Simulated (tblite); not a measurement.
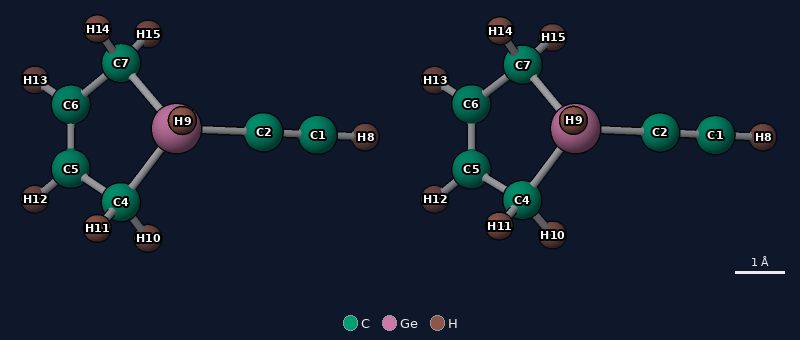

Two geometries of C6H8Ge, drawn at one scale. One is the start of a relaxation, the other its converged end. Style: ball-and-stick. Shown face on.

All numbers below come from GFN2-xTB geometry optimisation, gas phase in tblite 0.8.0. 

**Which one is relaxed?**

The left one is the relaxed one. An H atom moves most after the best rigid fit: 0.19 Å. Largest moves by element: H 0.19 Å, C 0.08 Å, Ge 0.02 Å. Among the contacts that change: C–Ge 1.933 → 1.987 Å, Ge–H 1.548 → 1.512 Å, C–H 1.118 → 1.091 Å, C–Ge 1.882 → 1.905 Å. Bond angles that change, for instance: C–Ge–H 114.7° → 106.3°, H–C–H 110.4° → 106.9°, C–C–H 120.7° → 117.6°. Over 42 geometry steps the energy falls by 0.200 eV.
